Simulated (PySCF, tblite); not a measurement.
# C₆H₂F₁₂: electronic excitations, NMR shifts

Wanted: electronic excitations, NMR shifts for C₆H₂F₁₂ (`FC(F)C(F)(F)C(F)(F)C(F)(F)C(F)(F)C(F)F`).

Computed with tblite 0.8.0 and PySCF 2.14.0 and routines of our own; the level stands in each step. Atoms count from 0.

## Step 1: The system as given

20 atoms, charge 0, multiplicity 1; geometry from: force field, distance geometry or constructed start.

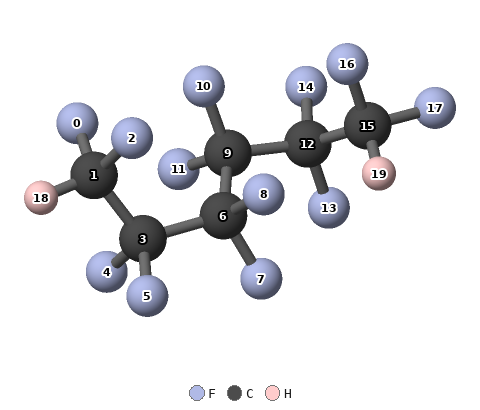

The starting geometry (fluorine light blue, carbon dark grey, hydrogen pink).

## Step 2: Geometry optimisation with GFN2-xTB

Job settings and geometry (Å):

```
{"job": {"kind": "relax", "xc": "GFN2-xTB", "basis": "xTB"}, "charge": 0, "multiplicity": 1}
F     -2.036400     1.053000    -1.766100
C     -2.438600     1.013100    -0.476900
F     -1.904700     2.101200     0.138100
C     -1.966600    -0.254500     0.201600
F     -2.422100    -1.340000    -0.486600
F     -2.587700    -0.346300     1.426500
C     -0.465100    -0.352400     0.416900
F     -0.190000    -1.528700     1.064200
F     -0.046000     0.610300     1.288300
C      0.356100    -0.277600    -0.846600
F      0.294600     0.979000    -1.365400
F     -0.187900    -1.096800    -1.795200
C      1.808900    -0.671600    -0.624300
F      1.892300    -1.984600    -0.263900
F      2.472600    -0.583400    -1.822300
C      2.520300     0.182800     0.413100
F      2.417600     1.502700     0.114600
F      3.851800    -0.106500     0.424400
H     -3.525800     1.095500    -0.440800
H      2.153700     0.011100     1.422200
```

Launch:

```bash
> OMP_NUM_THREADS=1 python large_run.py task.json out
```

One launch serves the whole session: the jobs run in the order shown.

What it wrote:

```text
step      E/eV     max force
  0   -1921.03962    1.755
  1   -1921.19975    0.363
  2   -1921.21018    0.252
  3   -1921.22782    0.193
  4   -1921.23372    0.169
  5   -1921.24168    0.217
  6   -1921.24823    0.222
  7   -1921.25520    0.160
  8   -1921.26069    0.145
  9   -1921.26494    0.143
 10   -1921.26799    0.150
 11   -1921.27030    0.116
 12   -1921.27221    0.107
 13   -1921.27409    0.092
 14   -1921.27496    0.074
 15   -1921.27651    0.059
 16   -1921.27694    0.063
 17   -1921.27858    0.064
 18   -1921.27939    0.063
 19   -1921.28021    0.060
 20   -1921.28096    0.062
 21   -1921.28182    0.057
 22   -1921.28245    0.044
 23   -1921.28289    0.041
 24   -1921.28329    0.040
 25   -1921.28380    0.048
 26   -1921.28438    0.057
 27   -1921.28490    0.058
 28   -1921.28530    0.056
 29   -1921.28562    0.039
 30   -1921.28587    0.033
 31   -1921.28610    0.034
 32   -1921.28635    0.042
 33   -1921.28666    0.043
 34   -1921.28700    0.037
 35   -1921.28723    0.032
 36   -1921.28737    0.031
 37   -1921.28749    0.028
 38   -1921.28762    0.024
 39   -1921.28776    0.025
 40   -1921.28790    0.026
 41   -1921.28806    0.027
 42   -1921.28827    0.033
 43   -1921.28856    0.036
 44   -1921.28886    0.037
 45   -1921.28910    0.038
 46   -1921.28932    0.037
 47   -1921.28953    0.035
 48   -1921.28976    0.033
 49   -1921.28998    0.032
 50   -1921.29021    0.035
 51   -1921.29044    0.038
 52   -1921.29069    0.038
 53   -1921.29092    0.036
 54   -1921.29111    0.033
 55   -1921.29126    0.025
 56   -1921.29136    0.020
```

It took 1 s on 1 thread of Arm Neoverse N1, shared host; peak memory 0.18 GiB.

The steps of the relaxation:

| step | energy from step 0 (eV) | largest force (eV/Å) |
| --- | --- | --- |
| 0 | 0.0000 | 1.7551 |
| 1 | -0.1601 | 0.3629 |
| 2 | -0.1706 | 0.2521 |
| 3 | -0.1882 | 0.1930 |
| 4 | -0.1941 | 0.1689 |
| 5 | -0.2021 | 0.2168 |
| 6 | -0.2086 | 0.2213 |
| 7 | -0.2156 | 0.1601 |
| 8 | -0.2211 | 0.1458 |
| 12 | -0.2326 | 0.1066 |
| 16 | -0.2373 | 0.0623 |
| 20 | -0.2413 | 0.0621 |
| 24 | -0.2437 | 0.0398 |
| 28 | -0.2457 | 0.0558 |
| 32 | -0.2467 | 0.0417 |
| 36 | -0.2477 | 0.0310 |
| 40 | -0.2483 | 0.0255 |
| 44 | -0.2492 | 0.0368 |
| 48 | -0.2501 | 0.0330 |
| 52 | -0.2511 | 0.0373 |
| 53 | -0.2513 | 0.0368 |
| 54 | -0.2515 | 0.0332 |
| 55 | -0.2516 | 0.0257 |
| 56 | -0.2517 | 0.0197 |

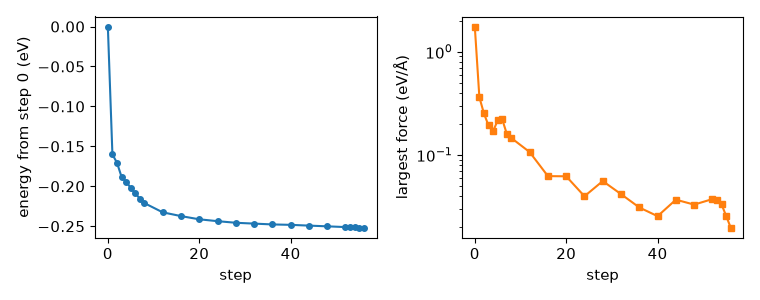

Energy and largest force along the relaxation.

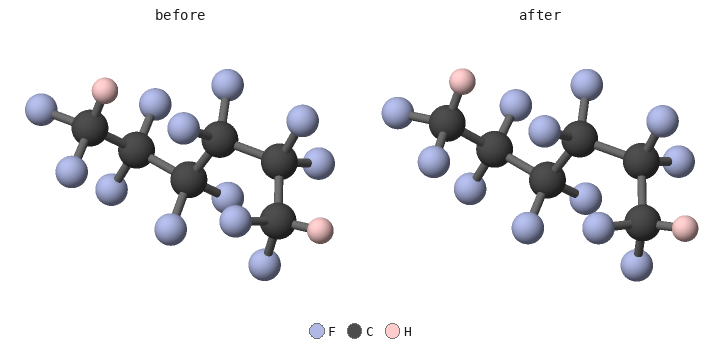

The geometry before (left) and after (right).

Distances of close pairs at the start and the end, largest changes first:

| bond | before (Å) | after (Å) | change (Å) |
| --- | --- | --- | --- |
| C6–C9 | 1.509 | 1.560 | +0.051 |
| C9–C12 | 1.522 | 1.563 | +0.042 |
| C1–C3 | 1.513 | 1.553 | +0.040 |
| C3–C6 | 1.520 | 1.560 | +0.040 |
| C12–C15 | 1.521 | 1.554 | +0.033 |
| C12–F14 | 1.372 | 1.342 | -0.030 |
| C3–F5 | 1.376 | 1.349 | -0.027 |
| C15–F17 | 1.363 | 1.339 | -0.024 |

The end geometry stands in the next job.

## Step 3: Electronic excitations: TDA CAM-B3LYP/6-31G*

Job settings and geometry (Å):

```
{"job": {"kind": "uv", "basis": "6-31G*", "grid": 1, "kgrid": 0, "vcut": 1.5, "nstates": 6, "ntriplets": 2, "tda": true, "delta": ["ip_vertical"], "pop": true, "xc": "CAM-B3LYP"}, "charge": 0, "multiplicity": 1}
F     -2.269550     0.936960    -1.827498
C     -2.543349     1.020024    -0.519776
F     -1.961738     2.126758    -0.039931
C     -2.010178    -0.239609     0.215580
F     -2.411772    -1.335170    -0.451139
F     -2.593437    -0.297337     1.430943
C     -0.468157    -0.306700     0.439003
F     -0.195408    -1.446206     1.105500
F     -0.091597     0.696176     1.255629
C      0.390472    -0.241895    -0.861499
F      0.362095     1.012047    -1.338153
F     -0.148954    -1.036411    -1.801543
C      1.874997    -0.680276    -0.642876
F      1.895997    -1.988438    -0.313975
F      2.513187    -0.567042    -1.817876
C      2.626211     0.118566     0.458171
F      2.392013     1.432373     0.333987
F      3.943188    -0.074271     0.312175
H     -3.634085     1.092356    -0.379392
H      2.326976    -0.215496     1.464488
```

Level: TDA CAM-B3LYP/6-31G*, vertical, gas phase, core orbitals frozen in the response, virtual orbitals cut by energy.

What it wrote:

```text
start: PBE on a coarse grid of 19836 points
cycle   1  E = -1425.9792219945  dE =  3.045e+00  |g| = 1.714e+00  |ddm| = 4.739e+00
cycle   2  E = -1423.9527081824  dE =  2.027e+00  |g| = 3.977e+00  |ddm| = 4.181e+00
cycle   3  E = -1426.4469090871  dE = -2.494e+00  |g| = 1.960e-01  |ddm| = 3.140e+00
cycle   4  E = -1426.4507600762  dE = -3.851e-03  |g| = 1.463e-01  |ddm| = 2.997e-01
cycle   5  E = -1426.4541684257  dE = -3.408e-03  |g| = 4.126e-02  |ddm| = 1.286e-01
cycle   6  E = -1426.4544772166  dE = -3.088e-04  |g| = 5.728e-03  |ddm| = 3.561e-02
final grid: 92397 points
cycle   7  E = -1427.4871305575  dE = -9.874e-03  |g| = 1.788e-01  |ddm| = 4.452e-01
cycle   8  E = -1427.4838376954  dE =  3.293e-03  |g| = 2.303e-01  |ddm| = 2.453e-01
cycle   9  E = -1427.4923819470  dE = -8.544e-03  |g| = 8.562e-03  |ddm| = 1.477e-01
cycle  10  E = -1427.4923938234  dE = -1.188e-05  |g| = 4.451e-03  |ddm| = 8.284e-03
cycle  11  E = -1427.4923980660  dE = -4.243e-06  |g| = 1.352e-03  |ddm| = 3.778e-03
cycle  12  E = -1427.4923977877  dE =  2.783e-07  |g| = 1.252e-04  |ddm| = 1.022e-03
cycle  13  E = -1427.4923971917  dE =  5.960e-07  |g| = 5.911e-05  |ddm| = 2.214e-04
converged SCF energy = -1427.4923971917
Vertical ionisation energy (delta-SCF) = 11.7603 eV   <S^2> = 0.753

Static polarisability (au): isotropic 59.273, principal 55.794 56.089 65.936

Singlet excitations
state   eV       nm        f      main configurations
  1   9.0765    136.6   0.00295   H->L 0.79
  2   9.2987    133.3   0.04448   H->L+1 0.71, H-1->L 0.12
  3   9.7322    127.4   0.00247   H-1->L+1 0.33, H-1->L 0.21, H->L+3 0.20
  4   9.8278    126.2   0.05912   H-1->L 0.35, H-1->L+1 0.34, H->L+2 0.17
  5  10.3327    120.0   0.00912   H-2->L 0.58, H-1->L+2 0.15
  6  10.5041    118.0   0.11891   H-2->L+1 0.65, H-1->L+3 0.11

Triplet excitations (Tamm-Dancoff, eV): 8.5775 8.7270
```

Run time: 83 s. Hardware: 1 thread of Arm Neoverse N1, shared host; peak memory 0.66 GiB.

The orbitals next to the gap, with their largest atomic shares:

| orbital | eV | atoms |
| --- | --- | --- |
| HOMO−4 | -13.19 | F17 45 %, F16 23 %, F11 6 % |
| HOMO−3 | -13.00 | F16 30 %, F17 14 %, F13 9 % |
| HOMO−2 | -11.96 | F0 8 %, F16 8 %, F2 8 % |
| HOMO−1 | -11.29 | C3 10 %, C1 9 %, F2 9 % |
| HOMO | -10.91 | C12 12 %, C9 10 %, C6 8 % |
| LUMO | 2.13 | C6 21 %, C9 16 %, C3 10 % |
| LUMO+1 | 2.22 | C3 16 %, C6 15 %, C12 14 % |
| LUMO+2 | 3.31 | C12 14 %, C1 13 %, C15 12 % |
| LUMO+3 | 3.41 | C15 16 %, C12 14 %, C3 12 % |

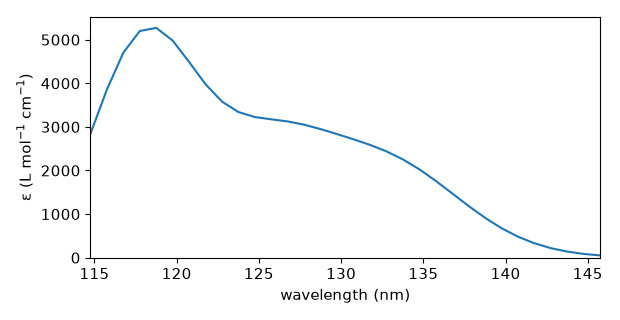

Absorption spectrum: each of the 6 states is a Gaussian band of 0.4 eV half-width at 1/e. Beyond the last state computed it falls off for lack of states.

Ground-state properties from the same run:

| property | computed |
| --- | --- |
| dipole moment (D) | 2.15 |
| polarisability (Å³) | 8.78 |
| HOMO–LUMO gap (eV) | 13.03 |
| −ε(HOMO) (eV) | 10.91 |

## Step 4: NMR shifts: GIAO KT3/pcSseg-1

Settings changed since step 3:

```diff
@@ -1,2 +1,2 @@
-{"job": {"kind": "uv", "basis": "6-31G*", "grid": 1, "kgrid": 0, "vcut": 1.5, "nstates": 6, "ntriplets": 2, "tda": true, "delta": ["ip_vertical"], "pop": true, "xc": "CAM-B3LYP"}, "charge": 0, "multiplicity": 1}
+{"job": {"kind": "nmr", "xc": "KT3", "basis": "pcSseg-1", "pop": false}, "charge": 0, "multiplicity": 1}
 F     -2.269550     0.936960    -1.827498
```

Method: GIAO KT3/pcSseg-1 NMR shielding, non-relativistic, gas phase.

What it wrote:

```text
start: PBE on a coarse grid of 19836 points
cycle   1  E = -1425.8014520805  dE =  2.997e+00  |g| = 1.629e+00  |ddm| = 4.128e+00
cycle   2  E = -1424.0928367245  dE =  1.709e+00  |g| = 3.741e+00  |ddm| = 3.651e+00
cycle   3  E = -1426.2012850536  dE = -2.108e+00  |g| = 1.626e-01  |ddm| = 2.718e+00
cycle   4  E = -1426.2026820828  dE = -1.397e-03  |g| = 1.476e-01  |ddm| = 2.309e-01
cycle   5  E = -1426.2059480503  dE = -3.266e-03  |g| = 3.163e-02  |ddm| = 1.089e-01
cycle   6  E = -1426.2061183711  dE = -1.703e-04  |g| = 6.876e-03  |ddm| = 2.614e-02
final grid: 198387 points
cycle   7  E = -1445.4515157666  dE = -1.594e-02  |g| = 5.519e-01  |ddm| = 6.490e-01
cycle   8  E = -1445.3469895044  dE =  1.045e-01  |g| = 9.950e-01  |ddm| = 9.692e-01
cycle   9  E = -1445.4912443383  dE = -1.443e-01  |g| = 9.162e-02  |ddm| = 6.926e-01
cycle  10  E = -1445.4929338589  dE = -1.690e-03  |g| = 1.450e-02  |ddm| = 8.176e-02
cycle  11  E = -1445.4929623388  dE = -2.848e-05  |g| = 4.940e-03  |ddm| = 1.311e-02
cycle  12  E = -1445.4929684751  dE = -6.136e-06  |g| = 8.532e-04  |ddm| = 3.940e-03
cycle  13  E = -1445.4929679467  dE =  5.284e-07  |g| = 4.259e-04  |ddm| = 9.392e-04
cycle  14  E = -1445.4929698975  dE = -1.951e-06  |g| = 6.533e-05  |ddm| = 3.086e-04
converged SCF energy = -1445.4929698975

GIAO shielding tensors (ppm)
atom      isotropic    diamagn.    paramagn.     s11        s22        s33       span
  0 F      299.999     474.939    -174.940    210.363    320.103    369.531    159.168
  1 C       69.056     237.903    -168.847     52.795     76.836     77.538     24.744
  2 F      306.220     477.204    -170.984    218.489    322.043    378.127    159.638
  3 C       68.448     246.456    -178.008     50.496     73.642     81.207     30.711
  4 F      292.297     472.908    -180.611    198.241    324.691    353.959    155.718
  5 F      300.756     471.064    -170.308    208.519    340.993    352.756    144.237
  6 C       68.143     245.252    -177.109     52.270     71.796     80.364     28.093
  7 F      300.891     476.154    -175.263    207.944    333.920    360.809    152.865
  8 F      286.627     477.064    -190.438    197.717    318.768    343.395    145.679
  9 C       68.751     246.454    -177.703     51.896     73.181     81.175     29.280
 10 F      289.264     476.500    -187.236    206.993    315.365    345.434    138.442
 11 F      304.355     475.189    -170.833    220.862    333.227    358.977    138.116
 12 C       68.227     246.787    -178.559     52.281     70.395     82.006     29.725
 13 F      292.032     473.166    -181.134    197.859    314.686    363.552    165.693
 14 F      314.915     468.754    -153.839    219.998    338.169    386.576    166.578
 15 C       69.678     244.342    -174.664     50.883     74.058     84.093     33.209
 16 F      302.441     475.475    -173.034    204.935    317.050    385.337    180.402
 17 F      315.438     463.862    -148.423    216.591    331.891    397.832    181.241
 18 H       25.425      23.584       1.841     23.011     23.814     29.450      6.439
 19 H       25.311      28.628      -3.317     22.407     26.038     27.489      5.082
```

It took 35 s on 1 thread of Arm Neoverse N1, shared host; peak memory 0.57 GiB.

The references, computed at this level on geometries of the same kind, shield at (ppm): ¹H TMS 31.76, ¹³C TMS 184.7, ¹⁹F CFCl3 142.4. Their shielding less the atom's gives the shift. The references are single molecules in the gas phase, so shifts against H2O, NH3, PH3, H3PO4 or CFCl3 are not on the usual liquid scales and can be off by tens of ppm. Atoms listed in one row are averaged.

| atoms | environment | σ (ppm) | δ (ppm) |
| --- | --- | --- | --- |
| C3, C12 | fully substituted sp3 carbon bonded to 2 F | 68.3 | 116.4 |
| C6, C9 | fully substituted sp3 carbon bonded to 2 F | 68.4 | 116.3 |
| C1, C15 | sp3 CH bonded to 2 F | 69.4 | 115.4 |
| H18, H19 | hydrogen on an sp3 CH bonded to 2 F | 25.37 | 6.39 |
| F7, F8, F10, F11 | fluorine of a CF2 group | 295.3 | -152.9 |
| F4, F5, F13, F14 | fluorine of a CF2 group | 300.0 | -157.6 |
| F0, F2, F16, F17 | fluorine of a CF2 group | 306.0 | -163.7 |

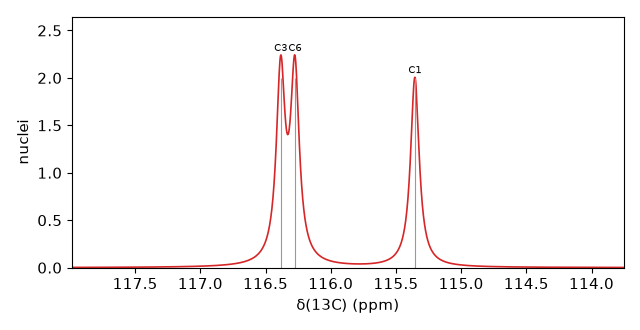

¹³C lines at the computed shifts, without couplings. Lines are broadened to a width of 0.08 ppm (Lorentzian).

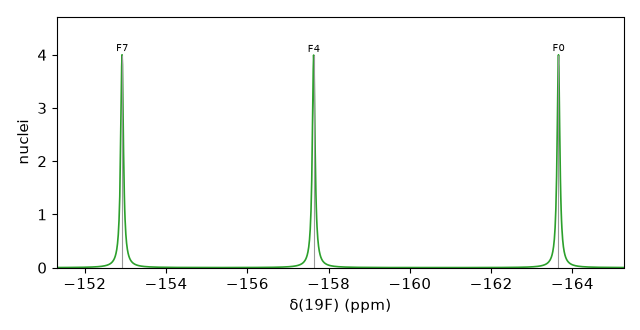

¹⁹F lines at the computed shifts, without couplings. Lines are broadened to a width of 0.08 ppm (Lorentzian).

## Step 5: Summary of results

| quantity | value |
| --- | --- |
| lowest singlet (CAM-B3LYP/6-31G*) | 9.08 eV (137 nm), f = 0.003 |
| brightest single state of those computed | state 6, 10.50 eV, f = 0.119 |
| lowest triplet | 8.58 eV |
| ¹³C shifts against TMS (KT3/pcSseg-1, means over atoms taken as alike) | 116.4, 116.3, 115.4 ppm |
| ¹H shifts against TMS (KT3/pcSseg-1, means over atoms taken as alike) | 6.39 ppm |
| ¹⁹F shifts against CFCl3 (KT3/pcSseg-1, means over atoms taken as alike) | -152.9, -157.6, -163.7 ppm |

The first singlet state (HOMO→LUMO 0.79) lies at 9.08 eV and is weak; of the 6 states computed, the strongest absorption comes from state 6 at 10.50 eV (the last computed, so partners may be missing). The lowest triplet lies 0.50 eV below the lowest singlet. The basis of CAM-B3LYP/6-31G* has no diffuse functions, so Rydberg states are missing and the high states are unreliable. At KT3/pcSseg-1: Shielding is most anisotropic at F0, F2, F16, F17 (span 170 ppm, paramagnetic term -167 ppm).
